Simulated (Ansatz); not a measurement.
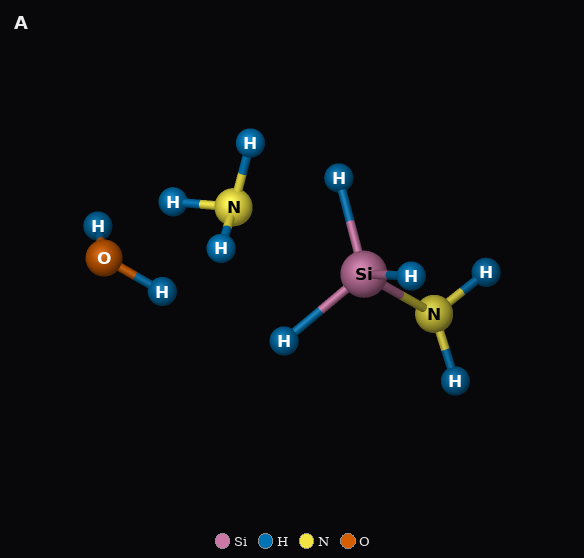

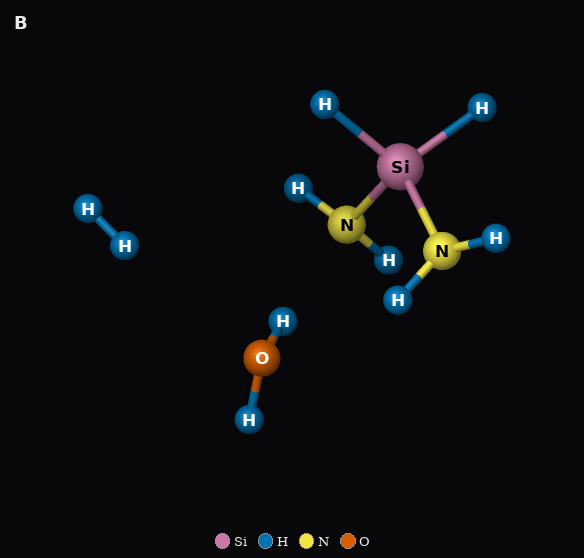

2 stationary structures of one formula. Geometries: PBE0-D4/def2-TZVP. Electronic energies: PBE-D4/def2-TZVPP (Ansatz 0.2.0), without zero-point energy. Each is one conformer, not always the lowest.

**Which structure is the most stable?**

B is lowest (a minimum); A lies 43.3 kJ/mol above it (a minimum).

Give E(B) − E(A) in kJ/mol at these levels too: B3LYP-D4/6-31G; PBE-D4/def2-TZVPP; B97M-V/def2-TZVPP; RHF-CCSD(T) (frozen core)/def2-TZVPP; SPW92 (LDA)/def2-TZVPP; RHF/STO-3G; direct RPA on PBE orbitals (frozen core)/def2-TZVPP; r2SCAN0-D4/def2-TZVPP.

| level | E(B) − E(A) (kJ/mol) |
| --- | --- |
| B3LYP-D4/6-31G | −44.8 |
| PBE-D4/def2-TZVPP | −43.3 |
| B97M-V/def2-TZVPP | −43.1 |
| RHF-CCSD(T) (frozen core)/def2-TZVPP | −44.8 |
| SPW92 (LDA)/def2-TZVPP | −43.9 |
| RHF/STO-3G | −34.0 |
| direct RPA on PBE orbitals (frozen core)/def2-TZVPP | −42.1 |
| r2SCAN0-D4/def2-TZVPP | −47.4 |
